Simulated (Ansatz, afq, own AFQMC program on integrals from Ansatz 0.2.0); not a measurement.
# Ge2H2 (triplet): AFQMC on the coupled-cluster ladder at angle Ge2–Ge1–H3 = 120.3°, cc-pVDZ, part 2 of 2

Ansatz 0.2.0, Gaussian basis, and an in-house AFQMC program (afq) on its integrals; all values are calculated; cc-pVDZ, frozen cores.

### 9 CCSDT(Q) on UHF

in.yaml reads:

```yaml
crystal:
  periodic: [false, false, false]
  atoms:
    - {symbol: Ge, position_ang: [0.000000, 0.112929, 1.195106]}
    - {symbol: Ge, position_ang: [0.000000, -0.111136, -1.201106]}
    - {symbol: H, position_ang: [0.000000, 1.546414, 1.862270]}
    - {symbol: H, position_ang: [0.000000, -1.675628, -1.429909]}
basis:
  gaussian: {orbitals: cc-pVDZ}
magnetization: {spin_polarized: true, initial_magnetization: 2}
correlation: {method: ccsdt_q, electrons: outside_noble_gas}
```

Run with:

```sh
$ ansatz run in.yaml --threads 1 --pin off --events-out ev --progress --plain --max-ram 1382MiB
```

Standard output, shortened:

```text
Functional definition: HF
  name "HF"
  cite "Fock, Z. Phys. 61, 126 (1930) doi:10.1007/BF01340294"
  parent pbe
[...]
1281 factors; integrals over basis functions are off by at most 1.1e-7 eV
[...]
mean field -112975.43008333 eV, -4151.7704780653 hartree, gradient 2.9e-6 eV, S^2 2.032373; 11 other end points of the search recorded, 0 dependent functions left out
determinant -112975.43008333 eV, -4151.7704780653 hartree, with singles and doubles -112980.35900248 eV, -4151.9516125033 hartree
determinant -112974.05929290 eV, -4151.7201024465 hartree, with singles and doubles -112978.77361056 eV, -4151.8933504248 hartree
determinant -112973.95389984 eV, -4151.7162293228 hartree, with singles and doubles -112978.68640558 eV, -4151.8901457009 hartree
determinant -112973.87605669 eV, -4151.7133686396 hartree, with singles and doubles -112978.84824296 eV, -4151.8960931151 hartree
determinant -112973.62373398 eV, -4151.7040959511 hartree, with singles and doubles -112978.75620481 eV, -4151.8927107753 hartree
determinant -112972.53789291 eV, -4151.6641920279 hartree, with singles and doubles -112977.91684593 eV, -4151.8618649055 hartree
determinant -112972.19471776 eV, -4151.6515805737 hartree, with singles and doubles -112977.84011512 eV, -4151.8590451002 hartree
28 core orbitals not correlated: weight in the atoms' cores, before any rotation towards them, 1.000 or more for the frozen orbitals, at most 0.000 for the correlated occupied ones
reference -112975.43008333 eV, -4151.7704780653 hartree; 6, 4 occupied and 30, 32 virtual orbitals, 1281 factors
second order -3.90189022 eV of doubles, -0.00000000 eV of singles
cycle   1  -4.58233952 eV  change   -6.8e-1 eV  update   9.3e-2
[...]
cycle  19  -5.16971461 eV  change   -7.5e-7 eV  update   4.3e-7
perturbative correction -0.01317075 eV, -0.0004840162 hartree
Total energy: -112980.61296869 eV, -4151.9609455894 hartree
```

Wall time 26 s (1 thread of Arm Neoverse V2, shared host); peak memory 0.32 GiB.

From the report: ⟨S²⟩ of the determinant 2.032 (pure triplet: 2.00); correlation -5.1829 eV; T1 0.041; largest double amplitude 0.16.

### 10 Phaseless AFQMC, CISD trial on UHF

It reads the integrals that the CCSD(T) run on this determinant wrote.

Run with:

```sh
$ afq ham --method phaseless --trial cisd --walkers 60 --populations 1 --least-time 40 --time-step 0.005 --steps-per-block 50 --equilibration-blocks 28 --max-blocks 300 --target-error 0.00038 --factor-cut 1e-05 --start spin_pure --seed 8476 --release-times 0.24,0.51,0.99,1.62,2.4 --release-step 0.03 --release-every 4 --taylor-order 6
```

Standard output:

```text
orbitals 36  electrons 6 4  factors 294 of 742
reference energy -4151.77047351 Eh
CCSD correlation -0.18123706 Eh in 13 cycles, weight of the determinant in the CISD state 0.8430
energy of the start -4151.950720 Eh
 block  time / (1/Eh)  mean weight  energy / Eh
     1     0.250  0.9996  -4151.948709
     2     0.500  1.0006  -4151.949019
     3     0.750  0.9987  -4151.950575
     4     1.000  1.0009  -4151.952140
     5     1.250  0.9990  -4151.955608
     6     1.500  1.0007  -4151.959440
     7     1.750  1.0014  -4151.957911
     8     2.000  0.9992  -4151.958048
     9     2.250  0.9988  -4151.956145
    10     2.500  1.0009  -4151.953612
    17     4.250  1.0019  -4151.956824
    25     6.250  1.0000  -4151.957550
    33     8.250  1.0001  -4151.960826
    41    10.250  1.0016  -4151.958636
    49    12.250  1.0004  -4151.959527
    57    14.250  1.0009  -4151.957872
    65    16.250  1.0011  -4151.960410
    73    18.250  1.0008  -4151.959746
    81    20.250  1.0002  -4151.955691
    89    22.250  1.0002  -4151.956832
    97    24.250  1.0002  -4151.957082
   105    26.250  0.9973  -4151.958672
   113    28.250  0.9983  -4151.960132
   121    30.250  0.9986  -4151.963675
   129    32.250  0.9987  -4151.961594
   137    34.250  1.0003  -4151.957943
   145    36.250  1.0010  -4151.955338
   153    38.250  0.9985  -4151.959868
   161    40.250  0.9999  -4151.961452
   169    42.250  0.9993  -4151.954064
   177    44.250  0.9994  -4151.957902
   185    46.250  0.9985  -4151.961328
   193    48.250  0.9997  -4151.958533
   201    50.250  0.9982  -4151.959997
   209    52.250  0.9996  -4151.958301
   217    54.250  0.9988  -4151.962457
   225    56.250  1.0011  -4151.955140
   233    58.250  1.0014  -4151.957680
   241    60.250  0.9986  -4151.961435
   249    62.250  1.0001  -4151.963099
   257    64.250  1.0003  -4151.960030
   265    66.250  1.0001  -4151.963150
   273    68.250  1.0002  -4151.957443
   281    70.250  1.0010  -4151.957865
   289    72.250  0.9975  -4151.958596
   297    74.250  1.0004  -4151.961018
   305    76.250  1.0014  -4151.956395
   313    78.250  1.0001  -4151.956918
   321    80.250  0.9998  -4151.954928
blocks merged  error / Eh  count
     1  0.000190  300
     2  0.000244  150
     4  0.000316  75
     8  0.000383  37
    16  0.000435  18
    32  0.000502  9
released: time / (1/Eh)  energy / Eh  error  mean overlap
  0.24  -4151.959480  0.000489  0.9999
  0.51  -4151.959694  0.000424  0.9984
  0.99  -4151.960257  0.000385  0.9945
  1.62  -4151.960757  0.000449  1.0031
  2.40  -4151.960349  0.000454  1.0023
energy -4151.959403 +/- 0.000435 Eh
```

It took 5.6 min on 1 thread of Arm Neoverse V2, shared host.

Energy -112980.5710 ± 0.0118 eV. Caveats: constraint bias not in the error.

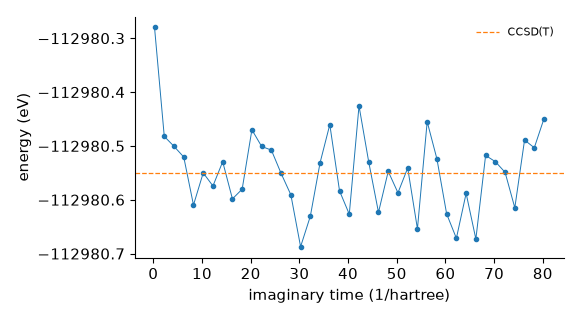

Block energies along the walk.

### 11 Phaseless AFQMC, single-determinant trial on UHF

It reads the integrals that the CCSD(T) run on this determinant wrote.

Run with:

```sh
$ afq ham --method phaseless --trial hf --walkers 120 --populations 1 --least-time 40 --time-step 0.005 --steps-per-block 20 --equilibration-blocks 112 --max-blocks 600 --target-error 0.00114 --factor-cut 1e-05 --start spin_pure --seed 2993 --taylor-order 6
```

Standard output:

```text
orbitals 36  electrons 6 4  factors 294 of 742
reference energy -4151.77047351 Eh
CCSD correlation -0.18123706 Eh in 13 cycles, weight of the determinant in the CISD state 0.8430
energy of the start -4151.770928 Eh
 block  time / (1/Eh)  mean weight  energy / Eh
     1     0.100  1.0000  -4151.796325
     2     0.200  1.0014  -4151.816839
     3     0.300  1.0008  -4151.836314
     4     0.400  1.0000  -4151.854771
     5     0.500  1.0018  -4151.867628
     6     0.600  1.0008  -4151.874748
     7     0.700  1.0013  -4151.881776
     8     0.800  1.0017  -4151.892579
     9     0.900  0.9998  -4151.895812
    10     1.000  0.9990  -4151.900897
    18     1.800  0.9998  -4151.934474
    35     3.500  0.9999  -4151.940303
    52     5.200  1.0011  -4151.951963
    69     6.900  0.9999  -4151.966028
    86     8.600  0.9997  -4151.967552
   103    10.300  1.0007  -4151.985502
   120    12.000  0.9998  -4151.947275
   137    13.700  1.0006  -4151.973287
   154    15.400  0.9994  -4151.969649
   171    17.100  0.9996  -4151.957651
   188    18.800  1.0011  -4151.954794
   205    20.500  0.9988  -4151.955303
   222    22.200  1.0019  -4151.965987
   239    23.900  0.9996  -4151.957002
   256    25.600  0.9998  -4151.968266
   273    27.300  1.0000  -4151.959569
   290    29.000  1.0011  -4151.957371
   307    30.700  0.9984  -4151.981611
   324    32.400  1.0001  -4151.954820
   341    34.100  1.0002  -4151.946068
   358    35.800  0.9999  -4151.943563
   375    37.500  0.9996  -4151.939287
   392    39.200  1.0011  -4151.953701
   409    40.900  0.9999  -4151.962062
   426    42.600  1.0006  -4151.947908
   443    44.300  1.0000  -4151.959758
   460    46.000  1.0005  -4151.946590
   477    47.700  1.0001  -4151.956578
   494    49.400  0.9995  -4151.956677
   511    51.100  0.9998  -4151.946498
   528    52.800  1.0002  -4151.951443
   545    54.500  1.0006  -4151.947021
   562    56.200  0.9986  -4151.951149
   579    57.900  1.0000  -4151.955904
   596    59.600  0.9990  -4151.947258
   613    61.300  0.9996  -4151.948087
   630    63.000  0.9999  -4151.962828
   647    64.700  0.9988  -4151.956432
   664    66.400  0.9993  -4151.968200
   681    68.100  0.9990  -4151.957720
   698    69.800  0.9998  -4151.961552
blocks merged  error / Eh  count
     1  0.000410  600
     2  0.000551  300
     4  0.000718  150
     8  0.000929  75
    16  0.001103  37
    32  0.001292  18
    64  0.001734  9
energy -4151.955550 +/- 0.001292 Eh
```

It took 3.3 min on 1 thread of Arm Neoverse V2, shared host.

Energy -112980.4662 ± 0.0352 eV. Caveats: constraint bias not in the error. The error still grows with block length (0.0300 to 0.0472 eV), so the bar may be too small.

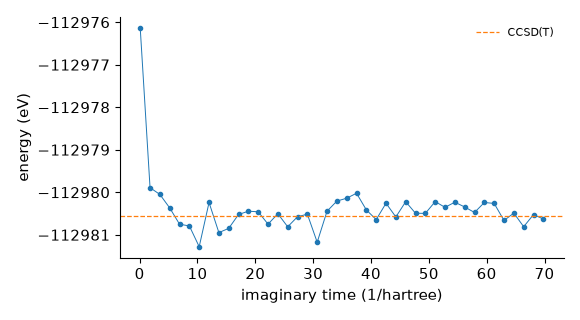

Block energies along the walk.

### 12 Free-projection AFQMC, CISD trial on UHF

It reads the integrals that the CCSD(T) run on this determinant wrote.

Run with:

```sh
$ afq ham --method free --trial cisd --walkers 60 --time-step 0.03 --max-blocks 80 --target-error 0.00038 --factor-cut 1e-05 --seed 8870 --times 0,0.21,0.42,0.81,1.2,1.8,2.4,3 --taylor-order 8
```

Standard output:

```text
orbitals 36  electrons 6 4  factors 294 of 742
reference energy -4151.77047351 Eh
CCSD correlation -0.18123706 Eh in 13 cycles, weight of the determinant in the CISD state 0.8430
repeat  energy at the last time / Eh  error
    10  -4151.960245  0.001234
    20  -4151.960282  0.000847
    30  -4151.960436  0.000616
    40  -4151.960291  0.000482
    50  -4151.960592  0.000424
    60  -4151.960681  0.000402
    70  -4151.960643  0.000393
    80  -4151.960598  0.000385
time / (1/Eh)  energy / Eh  error  mean overlap
  0.00  -4151.951644  0.000120  1.1854
  0.21  -4151.954403  0.000152  1.1827
  0.42  -4151.956033  0.000170  1.1797
  0.81  -4151.958229  0.000166  1.1739
  1.20  -4151.959102  0.000204  1.1696
  1.80  -4151.959782  0.000256  1.1807
  2.40  -4151.960428  0.000277  1.1830
  3.00  -4151.960598  0.000385  1.1896
energy -4151.960598 +/- 0.000385 Eh
```

Run time: 3.1 min. Hardware: 1 thread of Arm Neoverse V2, shared host.

Energy -112980.6035 ± 0.0105 eV. Caveats: remainder of the start not in the error.

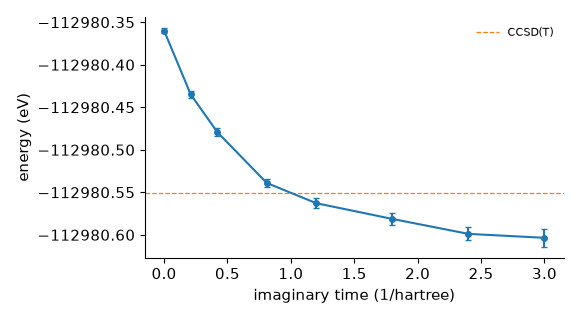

Energy against projection time, with error bars.

### 13 AFQMC on the ladder

On the UHF determinant, counted from CCSDT(Q) (a yardstick, not exact):

```csv
level,energy (eV),from CCSDT(Q) (kJ/mol),statistical error (kJ/mol),time
HF,-112975.4300,+500.1,,
MP2,-112979.3318,+123.6,,
CCSD,-112980.3617,+24.2,,
CCSD(T),-112980.5509,+6.0,,
CCSDT(Q),-112980.6130,0.0,,
"Phaseless AFQMC, CISD trial, step 0.005, 60 walkers",-112980.5710,+4.1,1.1,5.6 min
"Phaseless AFQMC, single-determinant trial, step 0.005, 120 walkers",-112980.4662,+14.2,3.4,3.3 min
"Free-projection AFQMC, CISD trial, step 0.03, 60 walkers",-112980.6035,+0.9,1.0,3.1 min
```

The functionals' totals stand on their own zeros and serve differences with other points: PBE -113048.101 eV; r2SCAN -113064.569 eV; PBE0 -113050.936 eV; B3LYP -113067.870 eV; wB97M-V -113058.664 eV; B2PLYP -113042.332 eV.

### 14 Outcome

What follows sums up all 2 parts.

| quantity | value |
| --- | --- |
| CCSD(T) on UHF from CCSDT(Q) | +6.0 kJ/mol |
| Phaseless AFQMC, CISD trial on UHF from CCSDT(Q) | +4.1 ± 1.1 kJ/mol |
| Phaseless AFQMC, single-determinant trial on UHF from CCSDT(Q) | +14.2 ± 3.4 kJ/mol |
| Free-projection AFQMC, CISD trial on UHF from CCSDT(Q) | +0.9 ± 1.0 kJ/mol |

In words: On UHF the phaseless walk with the CISD trial lies +4.1 kJ/mol from CCSDT(Q), 4 times its error bar. Free projection has no constraint; at the last time it gives +0.9 ± 1.0 kJ/mol, and from a start that isn't spin pure other spins can mix in. Error bars are statistical and leave out the constraint, the time step and what remains of the start.
